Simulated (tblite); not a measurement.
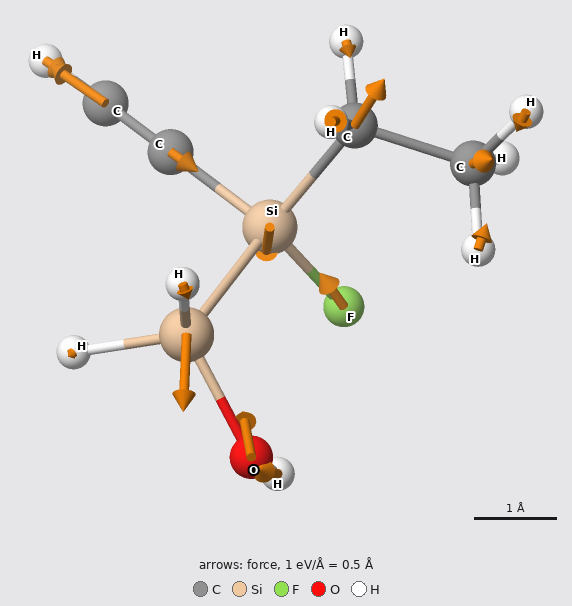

Starting geometry of C4H9FOSi2 with the computed forces as orange arrows. A ball-and-stick model, seen at a tilt.

Computed with tblite 0.8.0, GFN2-xTB geometry optimisation, gas phase. 

Question: Is this structure relaxed? If not, where do the atoms go?

Answer: It isn't relaxed: the largest force vector, on Si atoms, is 2.08 eV/Å. The final displacements have little in common with the starting forces (cosine between the two patterns 0.13). The energy falls by 0.584 eV in 126 geometry steps. The largest moves after the best rigid fit, 1.18 Å, are those of H atoms. Largest moves by element: H 1.18 Å, F 0.50 Å, C 0.46 Å, O 0.27 Å, Si 0.22 Å. Some distances before and after: Si–Si 2.219 → 2.305 Å, O–Si 1.696 → 1.626 Å, C–Si 1.839 → 1.908 Å, F–Si 1.701 → 1.640 Å. Bond angles that change, for instance: Si–O–H 108.9° → 123.0°, O–Si–H 112.5° → 100.3°, F–Si–C 112.4° → 104.9°. Groups turn about C–Si by about 50°.
